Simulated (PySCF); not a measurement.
**One shape, several levels: O2F (SMILES [O]OF)**

Wanted: a comparison of 3 runs (U-revPBE/def2-TZVPPD, UPBE0/def2-TZVPPD, UTPSS/def2-TZVPPD) of O2F. The job is set up through a Python script.

The results are computed with PySCF 2.14.0.

### Step 1. The structure to begin with

O2F: 3 atoms, total charge 0, spin state doublet. SMILES: `[O]OF`. The coordinates come from a GFN2-xTB relaxation.

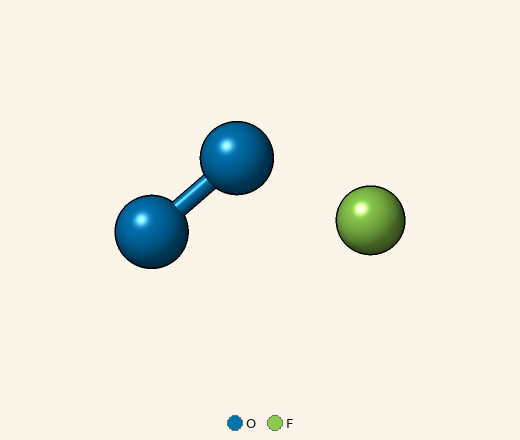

The structure, seen from a chosen angle (oxygen blue, fluorine green).

### Step 2. The energy at U-revPBE/def2-TZVPPD (run 1)

Contents of input.py:

```python
from pyscf import gto, dft

mol = gto.M(
    atom='O 0.949760 -0.292600 0.491570; O 0.124690 0.486900 0.122000; F -1.074440 -0.194290 -0.613560',
    charge=0,
    spin=1,
    verbose=4,
    basis='def2-tzvppd',
    max_memory=1860,
)

myscf = dft.UKS(mol, xc='revpbe')
myscf.grids.level = 5
myscf.conv_tol = 1e-10
myscf.kernel()
if not myscf.converged:
    myscf = myscf.newton().run(myscf.mo_coeff, myscf.mo_occ)

e_tot = myscf.e_tot
print('E(%s) = %.9f' % ('REVPBE', e_tot))
```

Run with:

```console
OMP_NUM_THREADS=1 python input.py
```

What it wrote:

```text
PySCF version 2.14.0

[... 111 lines left out ...]
converged SCF energy = -250.133695586015  <S^2> = 0.75451327  2S+1 = 2.0045082
E(REVPBE) = -250.133695586
```

Wall time 14 s (1 thread of Intel Xeon 6975P-C (Granite Rapids), shared host); peak memory 0.65 GiB.

### Step 3. The energy at UPBE0/def2-TZVPPD (run 2)

Contents of mol.xyz:

```xyz
3
FO2
O      0.949760    -0.292600     0.491570
O      0.124690     0.486900     0.122000
F     -1.074440    -0.194290    -0.613560
```

Contents of input.py:

```python
# 15499-23-7
from pyscf import gto, dft

mol = gto.Mole()
mol.atom = 'mol.xyz'
mol.basis = 'def2-tzvppd'
mol.verbose = 4
mol.max_memory = 1860
mol.spin = 1
mol.charge = 0
mol.build()

myscf = dft.UKS(mol)
myscf.xc = 'pbe0'
myscf.conv_tol = 1e-10
myscf.grids.level = 5
myscf.kernel()
if not myscf.converged:
    myscf = myscf.newton().run(myscf.mo_coeff, myscf.mo_occ)

etot = myscf.e_tot
print('E = %.10f Eh' % etot)
```

Run with:

```console
OMP_NUM_THREADS=1 python input.py
```

What it wrote:

```text
PySCF version 2.14.0

[... 124 lines left out ...]
converged SCF energy = -249.928518358281  <S^2> = 0.78424756  2S+1 = 2.0339593
E = -249.9285183583 Eh
```

It took 19 s on 1 thread of Intel Xeon 6975P-C (Granite Rapids), shared host; peak memory 0.65 GiB.

### Step 4. A single-point energy at UTPSS/def2-TZVPPD (run 3)

Contents of job.py:

```python
# 15499-23-7
from pyscf import gto, dft

mol = gto.M(
    atom='''
O    0.949760  -0.292600   0.491570
O    0.124690   0.486900   0.122000
F   -1.074440  -0.194290  -0.613560
''',
    spin=1,
    verbose=3,
    basis='def2-tzvppd',
    max_memory=1860,
)

mf = dft.UKS(mol)
mf.xc = 'tpss'
mf.grids.level = 5
mf.conv_tol = 1e-10
mf.kernel()
if not mf.converged:
    mf = mf.newton().run(mf.mo_coeff, mf.mo_occ)

etot = mf.e_tot
print(f'total energy: {etot:.8f} hartree')
```

Run with:

```console
OMP_NUM_THREADS=1 python job.py
```

What it wrote:

```text
converged SCF energy = -250.22562826525  <S^2> = 0.75479243  2S+1 = 2.0047867
total energy: -250.22562827 hartree
```

Wall time 28 s (1 thread of Intel Xeon 6975P-C (Granite Rapids), shared host); peak memory 0.71 GiB.

### Step 5. Overview of the runs

```tsv
run	level	energy (Eh)	dipole moment (D)	HOMO energy (eV)	LUMO energy (eV)	wall time
1	U-revPBE/def2-TZVPPD	-250.133696	1.49	-7.38	-5.56	14 s
2	UPBE0/def2-TZVPPD	-249.928518	1.53	-9.74	-4.19	19 s
3	UTPSS/def2-TZVPPD	-250.225628	1.49	-7.68	-5.48	28 s
```

### Step 6. Outcome

```
                                 quantity          value
                      run 3: total energy  -250.22563 Eh
                     run 3: dipole moment         1.49 D
run 3: HOMO energy (highest over α and β)       -7.68 eV
 run 3: LUMO energy (lowest over α and β)       -5.48 eV
                              run 3: ⟨S²⟩          0.755
```

In words: The dipole moment (its size) runs from 1.49 D (U-revPBE/def2-TZVPPD) to 1.53 D (UPBE0/def2-TZVPPD). Totals of different functionals can't be ranked against each other. All runs together took 60 s, the longest 28 s.
